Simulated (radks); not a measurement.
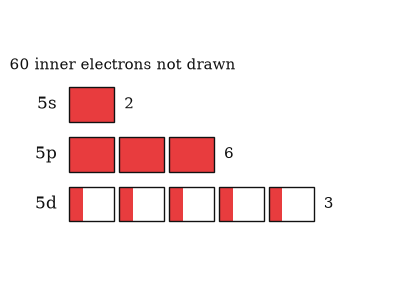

Figure 1. The outer shells as the input fills them: a box for each of the 2l + 1 orbitals, shaded by the share of the shell that is filled, with the electron count at the right.

## Atomic calculation, with input and output: Ta²⁺

System: the tantalum ion Ta²⁺ in the configuration [Xe] 4f14 5d3 (5d3/2: 3).
Method: Dirac Kohn-Sham, PBE, spin-unpolarised, spherical densities, point nucleus (the in-house radial solver radks).

### Input
```
Z 73
configuration [Xe] 4f14 5d3
relativity Dirac
functional pbe,pbe
spin unpolarised
j_filling energy
nucleus point
c 137.035999084
mesh_step 0.005
max_iterations 83
```

Energies in input and log are in hartree, lengths in bohr.

Launched within a batch (the task file carries these settings):
```bash
python <driver script> task.json out
```

### The program's output
```
1s1/2   1   2.0000       -2473.03644363
2s1/2   1   2.0000        -425.06271352
2p1/2   1   2.0000        -406.20742645
2p3/2   1   4.0000        -359.52383867
3s1/2   1   2.0000         -97.79784795
3p1/2   1   2.0000         -89.42883096
3p3/2   1   4.0000         -79.37852301
3d3/2   1   4.0000         -65.26921408
3d5/2   1   6.0000         -63.08049672
4s1/2   1   2.0000         -20.38226903
4p1/2   1   2.0000         -16.93363272
4p3/2   1   4.0000         -14.61962425
4d3/2   1   4.0000          -8.95864679
4d5/2   1   6.0000          -8.53358886
4f5/2   1   6.0000          -1.50242110
4f7/2   1   8.0000          -1.42958938
5s1/2   1   2.0000          -3.23402265
5p1/2   1   2.0000          -2.23750992
5p3/2   1   4.0000          -1.91655293
5d3/2   1   3.0000          -0.68008640
5d5/2   1   0.0000          -0.65466145
Etot -15625.080090277954
Ekin 17544.499138870546
Encl -38935.881901660716
Eh 6083.294231828072
Exc -316.9915593158564
err 1.6464860985492315e-09
it 16
```

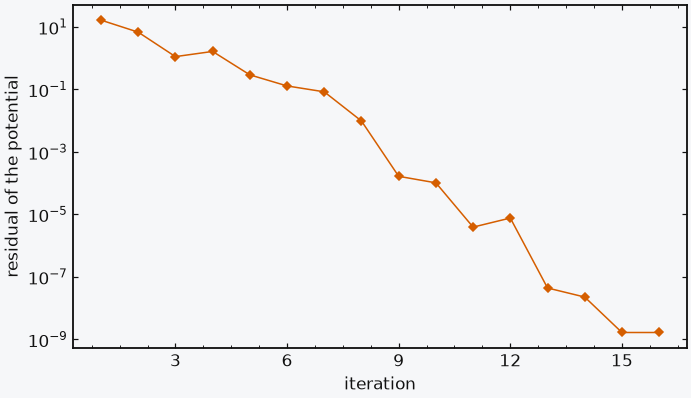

Figure 2. Convergence: residual of the potential against the iteration. The residual falls almost steadily, with no more than small rises or pauses. It goes from 16 to 1.6×10⁻⁹ in 16 steps.

### Outcome

```tsv
quantity	value
outcome	converged
total energy	−15625.0801 hartree
kinetic energy	17544.4991 hartree
electron–nucleus energy	−38935.8819 hartree
Hartree energy	6083.2942 hartree
exchange–correlation energy	−316.991559 hartree
radius at density 0.001 e/bohr³	3.74 bohr
SCF iterations	16
hardware	1 thread of Arm Neoverse V2, 23 GiB of memory available, shared host
```

### What is odd here

A numerical setting was moved from its usual value: mesh step h = 0.005. The program ran to the end, and its total energy equals that of the same run with the usual input (−15625.08009 hartree) within 10⁻⁵ hartree, so the oddity leaves no trace in it.
